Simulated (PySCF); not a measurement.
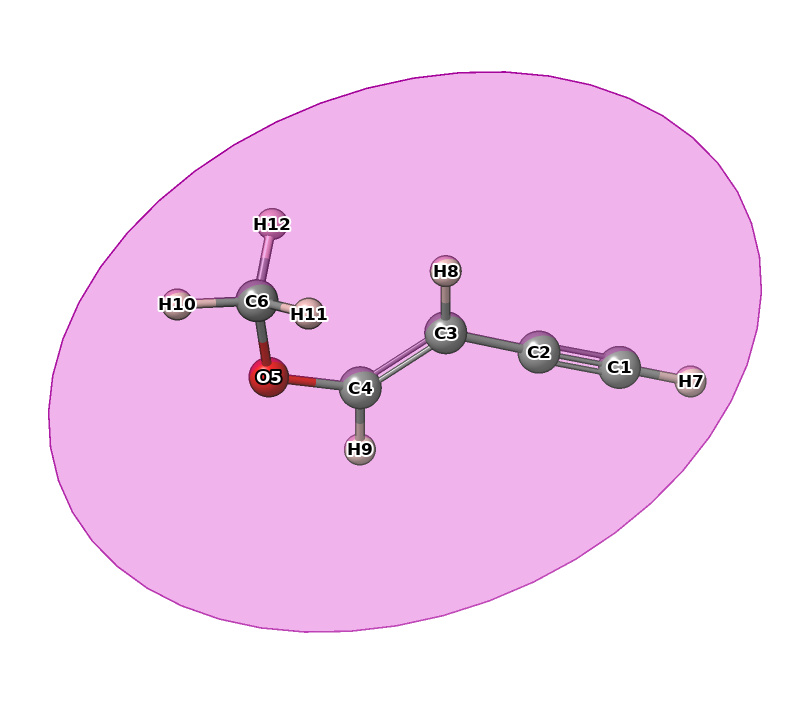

A disc through the centre of mass is drawn in. Depth is shown by fading: the farther an atom, the more it takes the colour of the background. The geometry was computed by an optimisation with PBE0-D3(BJ)/def2-SVP. No frequency run is at hand to confirm it as a minimum.

### Is the plane of the disc a mirror plane of the structure?

Yes. The reflection leaves C1, C2, C3, C4, O5, C6, H7, H8, H9, H10 in place and moves H11 ↔ H12. The point group is Cs.
